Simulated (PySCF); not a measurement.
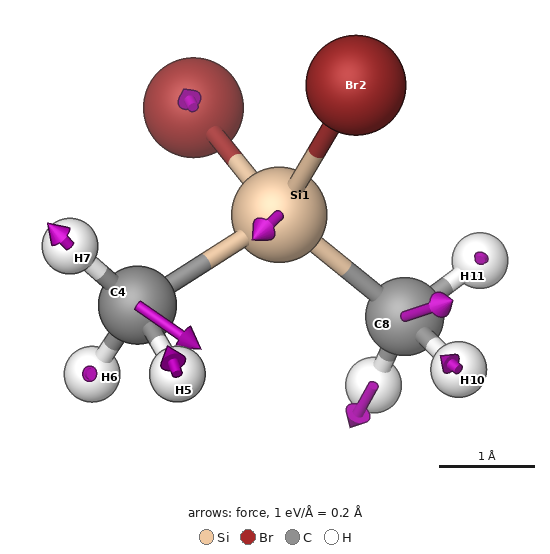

Starting geometry of C₂H₆Br₂Si with the computed forces as purple arrows. Style: ball-and-stick. Shown at a tilt.

The start comes from GFN2-xTB. Its atoms were then displaced at random by about 0.03 Å.

These are results of PySCF 2.14.0, density-fitted response routines, PBE0-D3(BJ)/def2-SVP geometry optimisation, gas phase, not measurements. 

### Is this structure relaxed? If not, where do the atoms go?

It isn't relaxed: the largest force vector, on a C atom, is 4.45 eV/Å. The final displacements follow the starting forces only in part (cosine between the two patterns 0.64). After 4 geometry steps the energy has fallen by 0.595 eV. The largest moves after the best rigid fit, 0.091 Å, are those of C and H atoms. By element the largest moves are H 0.091 Å, C 0.090 Å, Si 0.082 Å, Br 0.060 Å. Near-neighbour distances that change, for instance: Br–Si 2.138 → 2.233 Å, C–Si 1.951 → 1.861 Å, C–H 1.185 → 1.101 Å, C–H 1.019 → 1.101 Å. Bond angles that change, for instance: H–C–H 99.7° → 109.1°, H–C–H 101.8° → 108.7°, Br–Si–C 104.1° → 108.5°. The run took 58 s on 1 thread of Arm Neoverse V2 (shared host).
